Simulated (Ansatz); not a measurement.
Consider RbVF3 (Pm-3m).

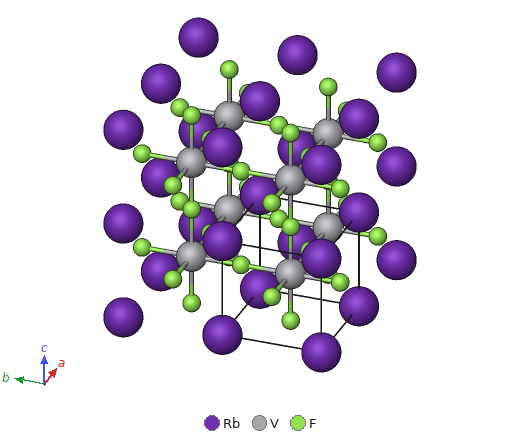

The structure (rubidium purple, vanadium grey, fluorine green). 2×2×2 cells are drawn. Some periodic images of atoms are drawn too.

```xyz
5
Lattice="0.0000 0.0000 -4.1820 0.0000 -4.1820 0.0000 -4.1820 0.0000 0.0000" Properties=species:S:1:pos:R:3 pbc="T T T"
Rb    0.0000    0.0000    0.0000
V    -2.0910   -2.0910   -2.0910
F     0.0000   -2.0910   -2.0910
F    -2.0910   -2.0910    0.0000
F    -2.0910    0.0000   -2.0910
```

The cell and positions come from the Crystallography Open Database and are kept as given unless a step says otherwise. PAW set soft_2, made with PBE.

A constrained-RPA run (Ansatz 0.2.0; non-magnetic LDA; V t2g, bands v2 to c1, 4×4×4 mesh, medium accuracy) builds 3 functions on bands 1.1 eV wide, with 3.0 electrons in the window. The bare on-site interaction is 17.6 eV and the bare J 0.64 eV.

What U and J survive the screening?

On the V t2g shell, U = 6.48 eV (37 % of the bare value), U′ = 5.47 eV, J = 0.47 eV.

The parent state is non-magnetic and the interaction static (zero frequency); U depends on the window and the orbitals, so it belongs to this model alone.

[Paths, hosts, dates, memory and timing lines, banners, echoed tables and standing remarks are left out of the program output.]

[Logs are printed without paths, hosts, clocks, repeated set-up lines and the standing remarks that a program may print on its own settings, such as how far it seeks lower states.]

[Runs of the session that timed out or met a known fault of the program may be left out.]

[Hosts, paths, dates, database ids (printed as entryN), source tags and the programs' standing remarks are cut or masked in the printed files.]
